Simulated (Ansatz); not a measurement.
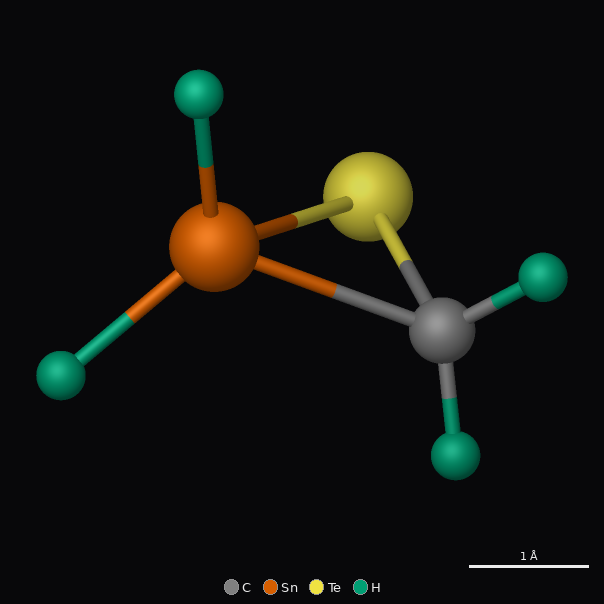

The picture shows a molecular structure as a ball-and-stick model.

The computed structure is the end point of a PBE0-D4/def2-TZVP optimisation.

Describe the molecule.

Formula CH₄SnTe. As SMILES it reads `[CH2]1[SnH2][Te]1`. The point group is Cs.

More results for the same structure follow; atom numbers are the same in all pictures, views and colours differ.

**Charges**

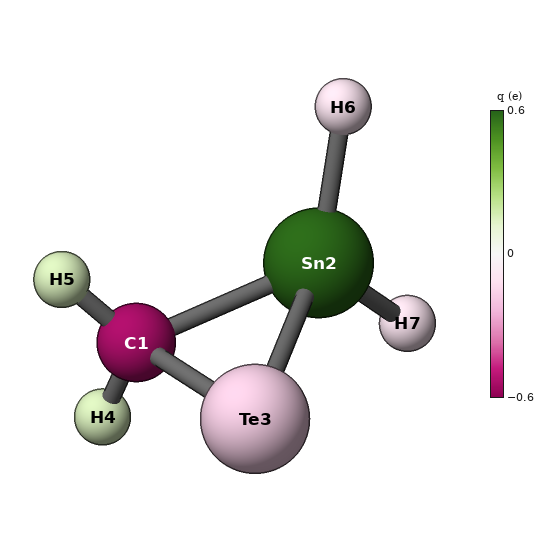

Atoms are coloured by their Mulliken charges. Method: RKS B3LYP-D4/def2-TZVPP, core potentials on Sn, Te (Ansatz 0.2.0).

> Which atom carries the highest charge (most positive or least negative)?

Sn2 (0.58 e).

> And the lowest?

C1 (−0.53 e).

Give the Mulliken charges atom by atom.

| atom | value (e) |
| --- | --- |
| C1 | −0.53 |
| Sn2 | 0.58 |
| Te3 | −0.16 |
| H4 | 0.15 |
| H5 | 0.15 |
| H6 | −0.09 |
| H7 | −0.09 |

**Levels of theory compared**

Program: Ansatz 0.2.0.

Tabulate HOMO energy (eV), HOMO–LUMO gap (eV) at these levels: B3LYP-D4/def2-TZVPP; BHLYP-D4/def2-TZVPP; BLYP-D4/def2-TZVPP; CAM-B3LYP-D4/def2-TZVPP; PBE-D4/def2-TZVPP; r2SCAN0-D4/def2-TZVPP; revPBE-D4/def2-TZVPP; ωB97M-V/def2-QZVPP; ωB97M-V/def2-SVP; ωB97M-V/def2-TZVPP; ωB97X-V/def2-TZVPP.

| level | HOMO energy (eV) | HOMO–LUMO gap (eV) |
| --- | --- | --- |
| B3LYP-D4/def2-TZVPP | −5.76 | 4.08 |
| BHLYP-D4/def2-TZVPP | −6.81 | 6.13 |
| BLYP-D4/def2-TZVPP | −4.81 | 2.68 |
| CAM-B3LYP-D4/def2-TZVPP | −7.17 | 6.60 |
| PBE-D4/def2-TZVPP | −4.98 | 2.78 |
| r2SCAN0-D4/def2-TZVPP | −6.12 | 4.75 |
| revPBE-D4/def2-TZVPP | −4.93 | 2.81 |
| ωB97M-V/def2-QZVPP | −8.06 | 8.15 |
| ωB97M-V/def2-SVP | −7.92 | 8.35 |
| ωB97M-V/def2-TZVPP | −8.04 | 8.23 |
| ωB97X-V/def2-TZVPP | −8.14 | 8.52 |

**Vibrations**

Harmonic vibrations computed with RKS PBE0-D4/def2-TZVP, core potentials on Sn, Te (Ansatz 0.2.0) at a stationary point of the same level.

> List the wavenumbers.

15 modes: 204, 395, 402, 412, 452, 602, 680, 710, 869, 906, 1381, 1967, 1976, 3143, 3243 cm⁻¹.

Mulliken values depend strongly on the basis set and can even reverse the polarity of a bond.
